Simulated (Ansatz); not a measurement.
## CH$_{7}$AlO: nudged elastic band

The run: nudged elastic band of CH$_{7}$AlO. Method and program: RKS BLYP-D4/6-31G* (Ansatz 0.2.0).

It belongs to a series of runs on one base structure; here: band between the two ends.

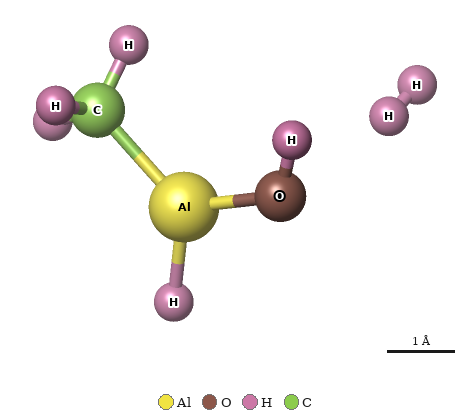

Figure 1. The starting structure (ball-and-stick view, seen on its broad side). Sticks mark near contacts. Bond lengths as drawn: Al–C 1.97 Å, Al–H 1.59 Å, Al–O 1.74 Å, C–H 1.10 to 1.11 Å, H–H 0.75 Å and H–O 0.98 Å.

Input file:
```yaml
crystal:
  periodic: [false, false, false]
  atoms:
    - { symbol: Al, position_ang: [-0.083559, -0.482329, -0.137044] }
    - { symbol: O, position_ang: [0.067352, -0.180573, 1.568743] }
    - { symbol: H, position_ang: [-0.724328, 0.099261, 2.068728] }
    - { symbol: H, position_ang: [1.285441, -0.936786, -0.815198] }
    - { symbol: C, position_ang: [-1.803011, -0.288273, -1.084677] }
    - { symbol: H, position_ang: [-2.456074, -1.164508, -0.914614] }
    - { symbol: H, position_ang: [-2.372688, 0.601506, -0.762477] }
    - { symbol: H, position_ang: [-1.646258, -0.209559, -2.175031] }
    - { symbol: H, position_ang: [0.232194, 3.07613, 1.881915] }
    - { symbol: H, position_ang: [0.303733, 2.33243, 1.809855] }
basis:
  gaussian: { orbitals: "6-31G*" }
hamiltonian:
  xc: blyp
  dispersion: d4
neb:
  order_check: false
  images: 5
  f_tol: 0.05
  max_iterations: 60
  final_atoms:
    - { symbol: Al, position_ang: [0.14263743, 0.49866576, -0.20721779] }
    - { symbol: O, position_ang: [-0.1749933, 0.20658076, 1.84125065] }
    - { symbol: H, position_ang: [-1.08672642, -0.12555454, 1.99584367] }
    - { symbol: H, position_ang: [1.37320234, -0.48317517, -0.50888404] }
    - { symbol: C, position_ang: [-1.66777905, -0.01904842, -0.85870119] }
    - { symbol: H, position_ang: [-1.94278076, -1.05895011, -0.59710234] }
    - { symbol: H, position_ang: [-2.47983495, 0.64200771, -0.5024239] }
    - { symbol: H, position_ang: [-1.7013699, 0.02657637, -1.96455761] }
    - { symbol: H, position_ang: [0.47218914, 2.07284393, -0.03135226] }
    - { symbol: H, position_ang: [-0.13174254, 1.0873527, 2.27334482] }
  initial_path:
    images:
      - { positions_ang: [[-0.083559, -0.482329, -0.137044], [0.067352, -0.180573, 1.568743], [-0.724328, 0.099261, 2.068728], [1.285441, -0.936786, -0.815198], [-1.803011, -0.288273, -1.084677], [-2.456074, -1.164508, -0.914614], [-2.372688, 0.601506, -0.762477], [-1.646258, -0.209559, -2.175031], [0.232194, 3.07613, 1.881915], [0.303733, 2.33243, 1.809855]] }
      - { positions_ang: [[-0.05813065, -0.33054187, -0.08428331], [0.04311746, -0.07881954, 1.76110582], [-0.78992771, 0.029583, 2.21293661], [1.30450109, -0.6629878, -0.79535083], [-1.77322625, -0.210705, -1.04401234], [-2.40276036, -1.09416361, -0.83250253], [-2.34712167, 0.68703392, -0.74871685], [-1.60142669, -0.16885665, -2.13457548], [0.1946448, 2.64104075, 1.41487182], [0.23313199, 2.03571578, 1.69072707]] }
      - { positions_ang: [[-0.0327023, -0.17875473, -0.03152262], [0.01888291, 0.02293392, 1.95346864], [-0.85552743, -0.04009501, 2.35714523], [1.32356117, -0.38918959, -0.77550365], [-1.7434415, -0.133137, -1.00334768], [-2.34944672, -1.02381921, -0.75039105], [-2.32155534, 0.77256184, -0.73495671], [-1.55659538, -0.1281543, -2.09411995], [0.1570956, 2.20595151, 0.94782864], [0.16253099, 1.73900156, 1.57159914]] }
      - { positions_ang: [[-0.00727396, -0.0269676, 0.02123807], [-0.00535163, 0.12468738, 2.14583146], [-0.92112714, -0.10977301, 2.50135384], [1.34262126, -0.11539139, -0.75565648], [-1.71365675, -0.055569, -0.96268302], [-2.29613308, -0.95347482, -0.66827958], [-2.295989, 0.85808977, -0.72119656], [-1.51176406, -0.08745195, -2.05366443], [0.1195464, 1.77086226, 0.48078547], [0.09192998, 1.44228735, 1.45247121]] }
      - { positions_ang: [[0.04269651, 0.14824352, -0.05491388], [-0.06189886, 0.15198518, 2.04430452], [-0.9763269, -0.11503352, 2.33285045], [1.35281495, -0.23798598, -0.673399], [-1.69836418, -0.04339547, -0.92802241], [-2.17834897, -0.98863325, -0.64455383], [-2.35727099, 0.78606241, -0.64827234], [-1.57496601, -0.04944251, -2.02396215], [0.23709398, 1.87152282, 0.31007289], [0.01737247, 1.3239758, 1.72609575]] }
      - { positions_ang: [[0.09266697, 0.32345464, -0.13106584], [-0.11844608, 0.17928297, 1.94277759], [-1.03152666, -0.12029403, 2.16434706], [1.36300865, -0.36058058, -0.59114152], [-1.68307162, -0.03122194, -0.8933618], [-2.06056487, -1.02379168, -0.62082809], [-2.41855297, 0.71403506, -0.57534812], [-1.63816796, -0.01143307, -1.99425988], [0.35464156, 1.97218338, 0.13936032], [-0.05718503, 1.20566425, 1.99972028]] }
      - { positions_ang: [[0.14263743, 0.49866576, -0.20721779], [-0.1749933, 0.20658076, 1.84125065], [-1.08672642, -0.12555454, 1.99584367], [1.37320234, -0.48317517, -0.50888404], [-1.66777905, -0.01904842, -0.85870119], [-1.94278076, -1.05895011, -0.59710234], [-2.47983495, 0.64200771, -0.5024239], [-1.7013699, 0.02657637, -1.96455761], [0.47218914, 2.07284393, -0.03135226], [-0.13174254, 1.0873527, 2.27334482]] }
```

Run on 1 thread of Arm Neoverse V2, 24 GiB of memory available, shared host.

Launch command:
```bash
ansatz run input.yaml --threads 1 --pin off --max-ram 2048MiB --backend cpu --events-out ev --progress --plain --runs-dir out
```

Log:
```
Engine: ansatz 0.2.0, aarch64-unknown-linux-gnu
Functional definition: BLYP
  parameter beta = 0.0042
  parameter a = 0.04918
  parameter b = 0.132
  parameter c = 0.2533
  parameter d = 0.349
  exchange = b88_x(beta = beta)
  correlation = lyp_c(a = a, b = b, c = c, d = d)
830 factors; their error is unknown
mean field evaluation 1: about -9780.3239 eV, gradient 8.1e1 eV
mean field evaluation 2: about -9718.3170 eV, gradient 1.7e2 eV
mean field evaluation 4: about -9793.3982 eV, gradient 1.3e1 eV
mean field evaluation 8: about -9793.8026 eV, gradient 1.7e-1 eV
mean field evaluation 16: about -9793.8027 eV, gradient 9.0e-6 eV
mean field -9793.80270220 eV, -359.9156108281 hartree, gradient 9.0e-6 eV, S^2 0.000000; 0 other end points of the search recorded, 0 dependent functions left out
the calculation of the forces begins
reference -9793.80306086 eV, -359.9156240086 hartree; 17, 17 occupied and 46, 46 virtual orbitals, 830 factors
830 factors; their error is unknown
mean field evaluation 32: about -9793.1701 eV, gradient 4.0e-5 eV
mean field -9793.17006949 eV, -359.8923620046 hartree, gradient 4.0e-5 eV, S^2 0.000000; 0 other end points of the search recorded, 0 dependent functions left out
[... from here on the field's lines of each further geometry are left out, up to the last ...]
NEB iter   1: max|band force component| = 3.604e0 eV/Å  barrier→ = 1.6766 eV  barrier← = 1.0788 eV  Δτ_max = 0.2000 Å  (178 SCF iters)
NEB iter   2: max|band force component| = 1.983e0 eV/Å  barrier→ = 1.0994 eV  barrier← = 0.5016 eV  Δτ_max = 0.2000 Å  (134 SCF iters)
NEB iter   3: max|band force component| = 3.618e0 eV/Å  barrier→ = 1.0903 eV  barrier← = 0.4926 eV  Δτ_max = 0.1003 Å  (141 SCF iters)
NEB iter   4: max|band force component| = 7.051e-1 eV/Å  barrier→ = 1.0828 eV  barrier← = 0.4851 eV  Δτ_max = 0.1386 Å  (131 SCF iters)
NEB iter   5: max|band force component| = 7.009e-1 eV/Å  barrier→ = 1.1866 eV  barrier← = 0.5889 eV  Δτ_max = 0.0908 Å  (129 SCF iters)
NEB iter   6: max|band force component| = 4.332e-1 eV/Å  barrier→ = 1.1168 eV  barrier← = 0.5191 eV  CI = image 4  Δτ_max = 0.1978 Å  (132 SCF iters)
NEB iter   7: max|band force component| = 7.102e-1 eV/Å  barrier→ = 1.2227 eV  barrier← = 0.6250 eV  CI = image 4  Δτ_max = 0.0982 Å  (130 SCF iters)
NEB iter   8: max|band force component| = 1.825e-1 eV/Å  barrier→ = 1.1523 eV  barrier← = 0.5546 eV  CI = image 4  Δτ_max = 0.1066 Å  (130 SCF iters)
NEB iter   9: max|band force component| = 9.759e-2 eV/Å  barrier→ = 1.1303 eV  barrier← = 0.5326 eV  CI = image 4  Δτ_max = 0.0775 Å  (132 SCF iters)
NEB iter  10: max|band force component| = 1.022e-1 eV/Å  barrier→ = 1.1249 eV  barrier← = 0.5271 eV  CI = image 4  Δτ_max = 0.0388 Å  (131 SCF iters)
NEB iter  11: max|band force component| = 5.597e-2 eV/Å  barrier→ = 1.1240 eV  barrier← = 0.5263 eV  CI = image 4  Δτ_max = 0.0777 Å  (132 SCF iters)
NEB iter  12: max|band force component| = 5.475e-2 eV/Å  barrier→ = 1.1217 eV  barrier← = 0.5239 eV  CI = image 4  Δτ_max = 0.0777 Å  (128 SCF iters)
NEB iter  13: max|band force component| = 6.692e-2 eV/Å  barrier→ = 1.1195 eV  barrier← = 0.5217 eV  CI = image 4  Δτ_max = 0.0389 Å  (129 SCF iters)
NEB iter  14: max|band force component| = 6.649e-2 eV/Å  barrier→ = 1.1182 eV  barrier← = 0.5205 eV  CI = image 4  Δτ_max = 0.0389 Å  (133 SCF iters)
NEB iter  15: max|band force component| = 5.635e-2 eV/Å  barrier→ = 1.1170 eV  barrier← = 0.5193 eV  CI = image 4  Δτ_max = 0.0389 Å  (131 SCF iters)
NEB iter  16: max|band force component| = 3.952e-2 eV/Å  barrier→ = 1.1158 eV  barrier← = 0.5181 eV  CI = image 4  Δτ_max = 0.0388 Å  (132 SCF iters)
NEB iter  17: max|band force component| = 3.952e-2 eV/Å  barrier→ = 1.1147 eV  barrier← = 0.5170 eV  CI = image 4  Δτ_max = 0.0578 Å  (26 SCF iters)
NEB iter  18: max|band force component| = 7.885e-2 eV/Å  barrier→ = 1.1132 eV  barrier← = 0.5155 eV  CI = image 4  Δτ_max = 0.0776 Å  (26 SCF iters)
NEB iter  19: max|band force component| = 6.155e-2 eV/Å  barrier→ = 1.1122 eV  barrier← = 0.5144 eV  CI = image 4  Δτ_max = 0.0776 Å  (128 SCF iters)
NEB iter  20: max|band force component| = 6.141e-2 eV/Å  barrier→ = 1.1114 eV  barrier← = 0.5136 eV  CI = image 4  Δτ_max = 0.0389 Å  (128 SCF iters)
NEB iter  21: max|band force component| = 6.988e-2 eV/Å  barrier→ = 1.1109 eV  barrier← = 0.5131 eV  CI = image 4  Δτ_max = 0.0194 Å  (131 SCF iters)
NEB iter  22: max|band force component| = 4.440e-2 eV/Å  barrier→ = 1.1107 eV  barrier← = 0.5129 eV  CI = image 4  Δτ_max = 0.0194 Å  (135 SCF iters)
NEB iter  23: max|band force component| = 5.476e-2 eV/Å  barrier→ = 1.1105 eV  barrier← = 0.5128 eV  CI = image 4  Δτ_max = 0.0389 Å  (27 SCF iters)
NEB iter  24: max|band force component| = 5.094e-2 eV/Å  barrier→ = 1.1103 eV  barrier← = 0.5126 eV  CI = image 4  Δτ_max = 0.0389 Å  (130 SCF iters)
the calculation of the forces begins
reference -9793.09765639 eV, -359.8897008725 hartree; 17, 17 occupied and 46, 46 virtual orbitals, 830 factors
830 factors; their error is unknown
mean field evaluation 960: about -9792.6548 eV, gradient 6.6e-3 eV
mean field -9792.65476449 eV, -359.8734248953 hartree, gradient 1.5e-5 eV, S^2 0.000000; 1 other end points of the search recorded, 0 dependent functions left out
the calculation of the forces begins
reference -9792.65509680 eV, -359.8734371073 hartree; 17, 17 occupied and 46, 46 virtual orbitals, 830 factors
NEB iter  25: max|band force component| = 4.707e-2 eV/Å  barrier→ = 1.1103 eV  barrier← = 0.5125 eV  CI = image 4  Δτ_max = 0.0000 Å  (266 SCF iters)
```

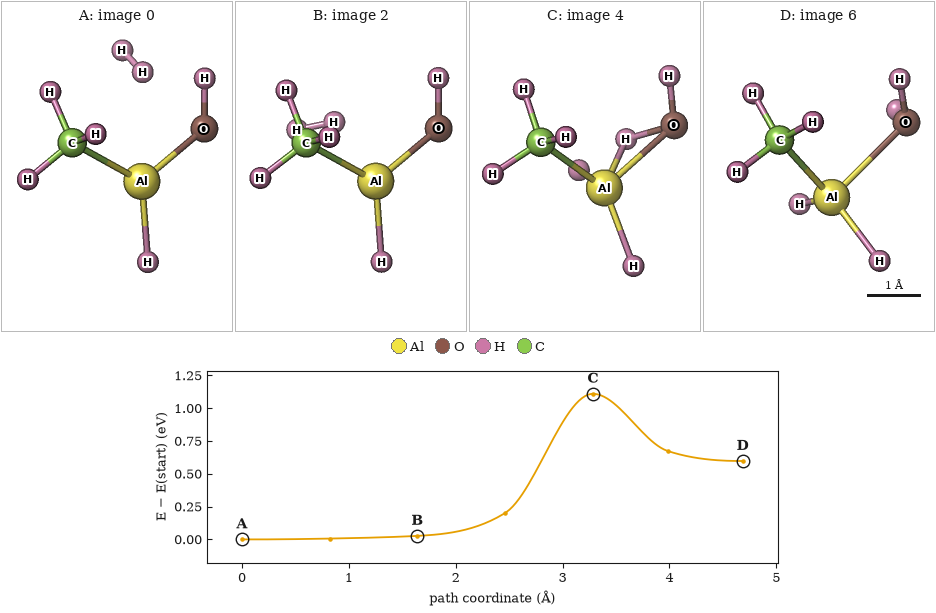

Figure 2. Images of the last band (counted from 0; ball-and-stick, seen at a tilt) above the energy along the path; the line is a cubic interpolation that uses the forces. The highest image is number 4, 1.110 eV above the start and 0.513 eV above the end (the climbing image); the end lies 0.598 eV above the start. The path is 4.68 Å long. The band converged in 25 iterations.

```
Total energy: -9792.95278540 eV, -359.8843769618 hartree
Atom 0 at     0.028297     0.176596    -0.005066 Å, force    -0.000484     0.001431    -0.002708 eV/Å
Atom 1 at    -0.097180     0.187201     1.922423 Å, force     0.001347    -0.000453     0.001477 eV/Å
Atom 2 at    -1.011134     0.158625     2.282522 Å, force    -0.000903     0.000859    -0.000680 eV/Å
Atom 3 at     1.413643    -0.438133    -0.491010 Å, force    -0.000689    -0.001174     0.000450 eV/Å
Atom 4 at    -1.705617    -0.066062    -0.909933 Å, force     0.003627    -0.002050     0.003788 eV/Å
Atom 5 at    -2.013262    -1.128303    -0.912211 Å, force    -0.000627     0.001010    -0.001048 eV/Å
Atom 6 at    -2.525043     0.513195    -0.448936 Å, force    -0.001339    -0.000388    -0.000346 eV/Å
Atom 7 at    -1.645786     0.245236    -1.968691 Å, force    -0.000062     0.001133    -0.000802 eV/Å
Atom 8 at     0.274516     1.880183     0.528093 Å, force    -0.001377     0.000359    -0.000342 eV/Å
Atom 9 at     0.084370     1.318761     1.443008 Å, force     0.000507    -0.000727     0.000212 eV/Å
Dipole moment:    -0.448922     0.017403     0.172878 e Å
this run last wrote the band of iteration 25 to [file]; this run last wrote the band within `neb.f_tol` of iteration 22 to [file]
```

The last band as extended XYZ (Å, eV, eV/Å):
```
10
Properties=species:S:1:pos:R:3:forces:R:3 image=0 energy=-9794.06273
Al   -0.0836   -0.4823   -0.1370    0.0092  -0.0078   0.0065
O     0.0674   -0.1806    1.5687   -0.0287   0.0119   0.0072
H    -0.7243    0.0993    2.0687    0.0298  -0.0116  -0.0158
H     1.2854   -0.9368   -0.8152   -0.0121   0.0037   0.0059
C    -1.8030   -0.2883   -1.0847   -0.0065   0.0083  -0.0067
H    -2.4561   -1.1645   -0.9146    0.0062   0.0028  -0.0008
H    -2.3727    0.6015   -0.7625    0.0026  -0.0101  -0.0032
H    -1.6463   -0.2096   -2.1750   -0.0013   0.0016   0.0071
H     0.2322    3.0761    1.8819    0.0044  -0.0286  -0.0025
H     0.3037    2.3324    1.8099   -0.0036   0.0298   0.0023
10
Properties=species:S:1:pos:R:3:forces:R:3 image=1 energy=-9794.05638
Al   -0.0684   -0.4603   -0.0285    0.0010   0.0444  -0.0089
O     0.0287   -0.3326    1.7018    0.0095  -0.0145   0.0079
H    -0.7778   -0.1201    2.2094   -0.0034   0.0080  -0.0083
H     1.3329   -0.7935   -0.7083   -0.0047  -0.0229  -0.0012
C    -1.7623   -0.1922   -1.0038    0.0024  -0.0211   0.0065
H    -2.3912   -1.1010   -0.9659   -0.0076   0.0024  -0.0134
H    -2.3689    0.6336   -0.5924    0.0003  -0.0030   0.0072
H    -1.5751    0.0282   -2.0693    0.0012  -0.0060  -0.0029
H     0.1752    2.9556    1.3567   -0.0011   0.0079   0.0121
H     0.2097    2.2296    1.5406    0.0021   0.0048   0.0009
10
Properties=species:S:1:pos:R:3:forces:R:3 image=2 energy=-9794.03590
Al   -0.0750   -0.3585    0.0978    0.0017  -0.0059   0.0119
O    -0.0588   -0.3771    1.8356    0.0264  -0.0188   0.0036
H    -0.8927   -0.2337    2.3222   -0.0130  -0.0042  -0.0098
H     1.3691   -0.5523   -0.5448   -0.0028  -0.0207  -0.0014
C    -1.7439   -0.1444   -0.9288   -0.0310  -0.0089  -0.0098
H    -2.2822   -1.1072   -1.0094   -0.0009   0.0007  -0.0160
H    -2.4458    0.5738   -0.4698    0.0039  -0.0010   0.0066
H    -1.5408    0.1984   -1.9587    0.0081  -0.0064   0.0030
H     0.2502    2.7133    0.8097   -0.0004   0.0385   0.0106
H     0.2228    2.1349    1.2862    0.0078   0.0268   0.0014
10
Properties=species:S:1:pos:R:3:forces:R:3 image=3 energy=-9793.86125
Al   -0.0488   -0.1373    0.1415   -0.0573  -0.2457   0.1050
O    -0.1119   -0.1731    1.8937   -0.0102  -0.2394  -0.0028
H    -0.9747    0.0222    2.3089   -0.0010  -0.0766   0.0157
H     1.3997   -0.3808   -0.4735   -0.0107   0.0279   0.0310
C    -1.7198   -0.0929   -0.8982   -0.0200  -0.0114  -0.0007
H    -2.1149   -1.1267   -0.9296   -0.0540   0.0017  -0.0438
H    -2.5100    0.5318   -0.4465    0.0024   0.0026   0.0080
H    -1.5932    0.2301   -1.9460    0.0517   0.0072   0.0172
H     0.2841    2.2067    0.5882    0.0200   0.2199   0.0422
H     0.1922    1.7674    1.2017    0.0791   0.3138  -0.1718
10
Properties=species:S:1:pos:R:3:forces:R:3 image=4 energy=-9792.95245
Al    0.0283    0.1766   -0.0051   -0.0005   0.0014  -0.0027
O    -0.0972    0.1872    1.9224    0.0013  -0.0005   0.0015
H    -1.0111    0.1586    2.2825   -0.0009   0.0009  -0.0007
H     1.4136   -0.4381   -0.4910   -0.0007  -0.0012   0.0004
C    -1.7056   -0.0661   -0.9099    0.0036  -0.0021   0.0038
H    -2.0133   -1.1283   -0.9122   -0.0006   0.0010  -0.0010
H    -2.5250    0.5132   -0.4489   -0.0013  -0.0004  -0.0003
H    -1.6458    0.2452   -1.9687   -0.0001   0.0011  -0.0008
H     0.2745    1.8802    0.5281   -0.0014   0.0004  -0.0003
H     0.0844    1.3188    1.4430    0.0005  -0.0007   0.0002
10
Properties=species:S:1:pos:R:3:forces:R:3 image=5 energy=-9793.38873
Al    0.0882    0.3670   -0.1453    0.0169   0.0825  -0.1018
O    -0.1246    0.2212    1.9205   -0.0048   0.0175  -0.0062
H    -1.0518    0.0911    2.2197   -0.0202  -0.0313  -0.0256
H     1.3788   -0.5146   -0.4954   -0.0183  -0.0302   0.0100
C    -1.6948   -0.0630   -0.9039   -0.0011  -0.0219   0.0114
H    -1.9656   -1.1342   -0.8658    0.0218   0.0212   0.0155
H    -2.5220    0.5105   -0.4459    0.0000  -0.0104   0.0138
H    -1.6922    0.2167   -1.9750   -0.0178  -0.0150  -0.0154
H     0.3565    1.9523    0.1825    0.0468   0.0135  -0.1360
H     0.0303    1.2003    1.9489   -0.0233  -0.0258   0.2343
10
Properties=species:S:1:pos:R:3:forces:R:3 image=6 energy=-9793.46499
Al    0.1426    0.4987   -0.2072   -0.0118   0.0223   0.0160
O    -0.1750    0.2066    1.8413   -0.0134  -0.0278   0.0017
H    -1.0867   -0.1256    1.9958    0.0058   0.0009  -0.0107
H     1.3732   -0.4832   -0.5089    0.0222  -0.0233  -0.0044
C    -1.6678   -0.0190   -0.8587   -0.0003  -0.0061  -0.0260
H    -1.9428   -1.0590   -0.5971   -0.0033   0.0031   0.0048
H    -2.4798    0.6420   -0.5024    0.0007  -0.0011   0.0085
H    -1.7014    0.0266   -1.9646   -0.0002   0.0018   0.0213
H     0.4722    2.0728   -0.0314   -0.0018   0.0119  -0.0015
H    -0.1317    1.0874    2.2733    0.0021   0.0183  -0.0097
```

Results in brief:

- outcome: converged
- barrier, forward: 1.110 eV
- barrier, backward: 0.512 eV
- wall time: 3.2 min
- peak memory: 0.12 GiB

The order of the saddle point was not checked.
